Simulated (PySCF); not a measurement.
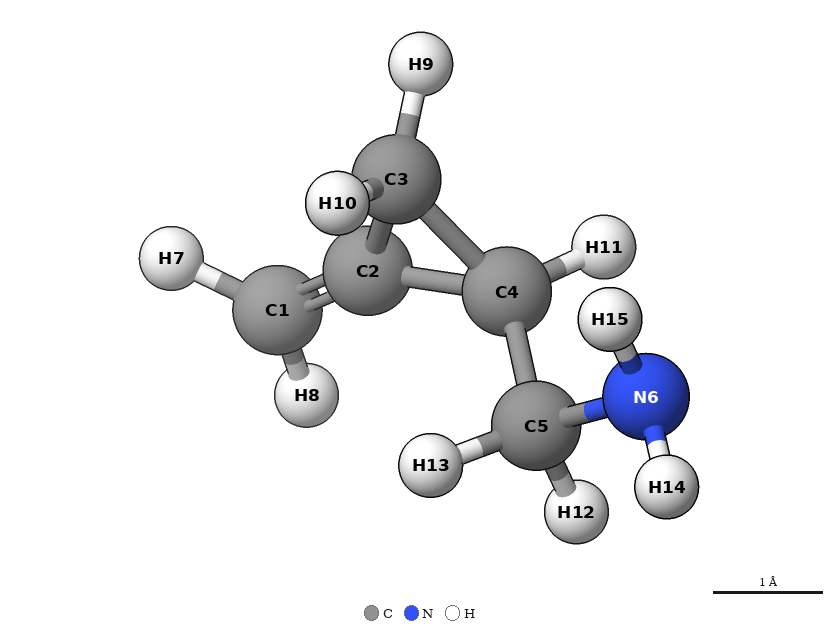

The view is orthographic, and the bar gives the scale. Computed geometry: PBE0-D3(BJ)/def2-SVP optimisation. No frequency run is at hand to confirm it as a minimum.

Give an XYZ file in the frame of the picture: x to the right, y up, z towards the viewer, origin at the mean of the atomic positions.

```xyz
15
C5H9N
C   -1.65   0.11  -1.92
C   -0.82   0.47  -0.96
C   -0.56   1.31   0.21
C    0.46   0.28  -0.28
C    0.73  -0.96   0.54
N    1.74  -0.69   1.54
H   -2.63   0.58  -2.03
H   -1.39  -0.68  -2.63
H   -0.33   2.37   0.07
H   -1.10   1.09   1.14
H    1.35   0.69  -0.77
H    1.10  -1.75  -0.13
H   -0.24  -1.32   0.94
H    1.93  -1.52   2.09
H    1.41   0.02   2.19
```
